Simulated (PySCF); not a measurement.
# SiNF: a ladder of methods

Aim: at the PBE0 minimum of singlet SiNF, found before, compare methods on energies and levels.

Computed with PySCF 2.14.0. Level: several methods, basis Si def2-TZVP, N def2-TZVP, F def2-TZVP, no relativity, density fitting.

### Step 1. The system as given

3 atoms, charge 0, spin multiplicity 1.

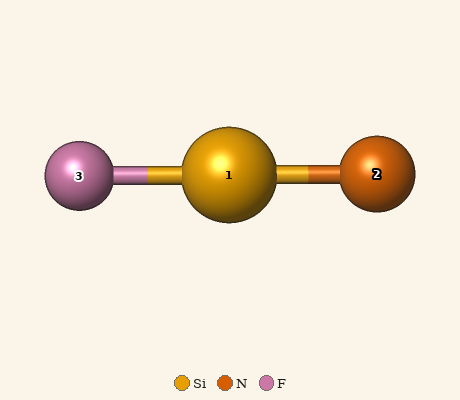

The starting geometry (silicon amber, nitrogen orange, fluorine pink); atoms are numbered from 1 in the order of the file.

```xyz
3
charge 0 multiplicity 1
Si    0.0000    0.0000   -0.1333
N     0.0000    0.0000   -1.6908
F     0.0000    0.0000    1.4427
```

### Step 2. PBE0

The steps are one call of a driver around PySCF; scf.py gives each level's set-up. Each SCF starts from the density of the minimum. The driver also runs the species with one electron less or more at the same geometry (one less: multiplicity 2, one more: multiplicity 2); their logs are not shown.

scf.py reads:

```python
from pyscf import gto, scf, dft
mol = gto.M(atom='''
Si     0.000000    -0.000000    -0.133343
N      0.000000     0.000000    -1.690836
F      0.000000     0.000000     1.442664''',
    basis={'Si': 'def2-TZVP', 'N': 'def2-TZVP', 'F': 'def2-TZVP'},
    charge=0, spin=0)
mf = dft.RKS(mol, xc='PBE0')
mf.grids.atom_grid = (75, 302)
aux = {'Si': 'def2-universal-JKFIT', 'N': 'def2-universal-JKFIT', 'F': 'def2-universal-JKFIT'}
mf = mf.density_fit(auxbasis=aux)
mf.conv_tol = 1e-08
mf.diis_space = 10
mf.max_cycle = 60
mf.verbose = 4
mf.kernel()
```

Launch:

```bash
OMP_NUM_THREADS=2 python axn.py task.json out
```

The program printed:

```text
init E= -443.79708348066
  HOMO = -0.294215425143528  LUMO = -0.134703527789242  gap/eV = 4.34054
cycle= 1 E= -443.797083480619  delta_E= 4.05e-11  |g|= 1.43e-05  |ddm|= 9.82e-06
  HOMO = -0.294212114352839  LUMO = -0.134702728900017  gap/eV = 4.34047
Extra cycle  E= -443.797083480101  delta_E= 5.18e-10  |g|= 4.86e-05  |ddm|= 3.56e-05
converged SCF energy = -443.797083480101
```

This level, with the species of one electron less or more, took 1.9 s on 2 threads of Arm Neoverse N1, shared host.

| Property | Result |
| --- | --- |
| energy | -443.797083 Eh |
| one electron less (charge +1) | -443.417285 Eh (doublet, ⟨S²⟩ 0.76) |
| one electron more (charge -1) | -443.851609 Eh (doublet, ⟨S²⟩ 0.77) |
| Mulliken charge of Si1 | +0.54 e |

### Step 3. HF

scf.py: that of step 2 with these lines changed.

```diff
@@ -8,2 +8 @@
-mf = dft.RKS(mol, xc='PBE0')
-mf.grids.atom_grid = (75, 302)
+mf = scf.RHF(mol)
```

The program printed, cut to the lines that bear on the results:

```text
[... the frontier levels of the middle cycles are left out ...]
init E= -442.760547642076
  HOMO = -0.393350976783357  LUMO = -0.00172373687981064  gap/eV = 10.65672
cycle= 1 E= -442.782440084045  delta_E= -0.0219  |g|= 0.0709  |ddm|= 0.24
  HOMO = -0.392473999974571  LUMO = -0.00766864121469979  gap/eV = 10.47109
cycle= 2 E= -442.783234770739  delta_E= -0.000795  |g|= 0.0395  |ddm|= 0.0822
  HOMO = -0.398685696933602  LUMO = -0.0072596469423587  gap/eV = 10.65125
cycle= 3 E= -442.783543078512  delta_E= -0.000308  |g|= 0.0245  |ddm|= 0.0401
cycle= 4 E= -442.783689457216  delta_E= -0.000146  |g|= 0.00541  |ddm|= 0.0154
cycle= 5 E= -442.783699701988  delta_E= -1.02e-05  |g|= 0.00209  |ddm|= 0.00584
cycle= 6 E= -442.783703984003  delta_E= -4.28e-06  |g|= 0.00105  |ddm|= 0.00389
cycle= 7 E= -442.783706294379  delta_E= -2.31e-06  |g|= 0.00061  |ddm|= 0.0036
cycle= 8 E= -442.783707419557  delta_E= -1.13e-06  |g|= 9.03e-05  |ddm|= 0.0043
cycle= 9 E= -442.783707431306  delta_E= -1.17e-08  |g|= 1.86e-05  |ddm|= 0.000477
cycle= 10 E= -442.783707431482  delta_E= -1.76e-10  |g|= 3.78e-06  |ddm|= 4.83e-05
  HOMO = -0.394283718557069  LUMO = -0.00592717978469182  gap/eV = 10.56772
Extra cycle  E= -442.783707431489  delta_E= -7.05e-12  |g|= 1.67e-06  |ddm|= 3.86e-06
converged SCF energy = -442.783707431489
```

This level, with the species of one electron less or more, took 4.7 s.

| Quantity | Value |
| --- | --- |
| energy | -442.783707 Eh |
| one electron less (charge +1) | -442.468110 Eh (doublet, ⟨S²⟩ 0.96) |
| one electron more (charge -1) | -442.840548 Eh (doublet, ⟨S²⟩ 1.58) |
| Mulliken charge of Si1 | +0.77 e |

### Step 4. PBE

scf.py: that of step 3 with these lines changed.

```diff
@@ -8 +8,2 @@
-mf = scf.RHF(mol)
+mf = dft.RKS(mol, xc='PBE')
+mf.grids.atom_grid = (75, 302)
```

The program printed, cut to the lines that bear on the results:

```text
[... the frontier levels of the middle cycles are left out ...]
init E= -443.790039102727
  HOMO = -0.246871847361569  LUMO = -0.168389157189445  gap/eV = 2.13562
cycle= 1 E= -443.790390797012  delta_E= -0.000352  |g|= 0.107  |ddm|= 0.173
  HOMO = -0.269642286925813  LUMO = -0.171146640386731  gap/eV = 2.68020
cycle= 2 E= -443.715392701461  delta_E= 0.075  |g|= 0.553  |ddm|= 0.439
  HOMO = -0.247749240982102  LUMO = -0.166544928225107  gap/eV = 2.20968
cycle= 3 E= -443.792621972959  delta_E= -0.0772  |g|= 0.0746  |ddm|= 0.349
cycle= 4 E= -443.793254141671  delta_E= -0.000632  |g|= 0.0299  |ddm|= 0.0373
cycle= 5 E= -443.793497490798  delta_E= -0.000243  |g|= 0.00289  |ddm|= 0.0247
cycle= 6 E= -443.793499086143  delta_E= -1.6e-06  |g|= 0.000891  |ddm|= 0.00198
cycle= 7 E= -443.793499283148  delta_E= -1.97e-07  |g|= 0.000111  |ddm|= 0.000553
cycle= 8 E= -443.793499286386  delta_E= -3.24e-09  |g|= 1.52e-05  |ddm|= 8.29e-05
  HOMO = -0.249707649285942  LUMO = -0.16831435505069  gap/eV = 2.21482
Extra cycle  E= -443.793499285224  delta_E= 1.16e-09  |g|= 7.01e-05  |ddm|= 5.26e-05
converged SCF energy = -443.793499285224
```

This level, with the species of one electron less or more, took 6.5 s.

| Item | Value |
| --- | --- |
| energy | -443.793499 Eh |
| one electron less (charge +1) | -443.406450 Eh (doublet, ⟨S²⟩ 0.75) |
| one electron more (charge -1) | -443.843183 Eh (doublet, ⟨S²⟩ 0.76) |
| Mulliken charge of Si1 | +0.45 e |

### Step 5. Comparison of the levels

| level | atomisation energy (kJ/mol) | vertical ionisation energy (eV) | vertical electron affinity (eV) | −ε(HOMO) (eV) | gap (eV) | dipole (D) | wall time |
| --- | --- | --- | --- | --- | --- | --- | --- |
| PBE0 | 860 | 10.33 | 1.48 | 8.01 | 4.34 | 3.33 | 1.9 s |
| HF | 311 | 8.59 | 1.55 | 10.73 | 10.57 | 4.19 | 4.7 s |
| PBE | 970 | 10.53 | 1.35 | 6.79 | 2.21 | 3.04 | 6.5 s |

Times are for 2 threads of Arm Neoverse N1, shared host; PBE0 starts from its own converged density, so its time is not comparable. A dash stands where a species or a free atom was not run at that level, or the quantity is not defined.

Atomisation goes to high-spin atoms in their ground configurations, run at the same level, without zero-point energy.

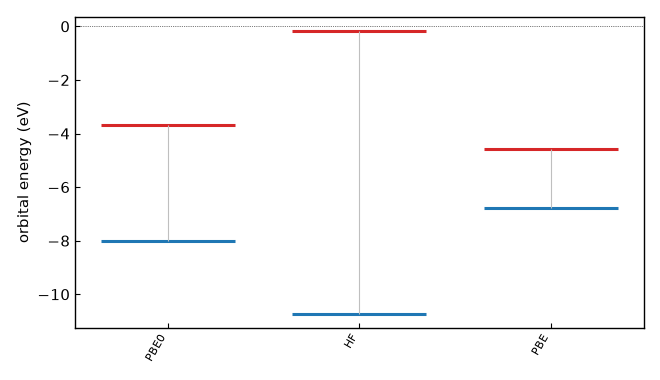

Highest occupied (blue) and lowest empty (red) levels by method.

### Step 6. Summary of results

```
                         quantity                         value
        atomisation energy, range  311 (HF) to 970 (PBE) kJ/mol
vertical ionisation energy, range   8.59 (HF) to 10.53 (PBE) eV
vertical electron affinity, range    1.35 (PBE) to 1.55 (HF) eV
               orbital gap, range   2.21 (PBE) to 10.57 (HF) eV
```

**Reading.** The atomisation energy spreads over 659 kJ/mol, from HF to PBE; without a CCSD(T) value for it there is no yardstick here. Spin contamination is strong in at least one of the open-shell species at HF. Without diffuse functions electron affinities tend to come out too low.
